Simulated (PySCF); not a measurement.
SMILES [SiH2]([SiH2]Cl)[Si](F)(F)F (H₄ClF₃Si₃), B3LYP/def2-SVP optimised geometry. Atoms within 1.6 Å of the plane z = 1.5 Å (x, y, z in Å): Si1 (-1.90, 0.76, 0.42), F4 (-2.23, 0.64, 1.99), Si5 (0.39, 0.94, 0.00), Si6 (1.26, -1.24, 0.00), Cl7 (0.59, -2.16, 1.75), H8 (1.01, 1.77, 1.07), H11 (2.75, -1.24, 0.00).

Level of theory: B3LYP/def2-TZVP run with PySCF 2.14.0. Cells within 0.4 Å of a nucleus heavier than hydrogen are left out (blank, or x).

Map of the Laplacian of the electron density (e/bohr⁵), clipped to [-1.50, 1.50] on the plane z = 1.5 Å:

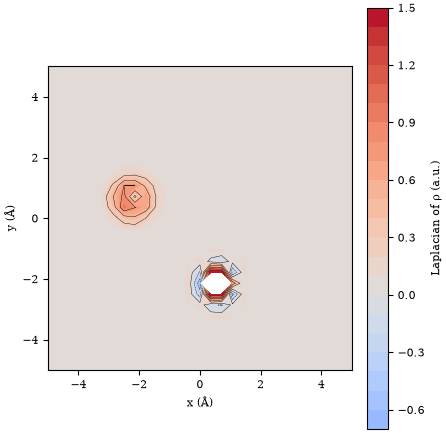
Laplacian of the electron density (e/bohr⁵), clipped to [-1.50, 1.50] on the plane z = 1.5 Å.
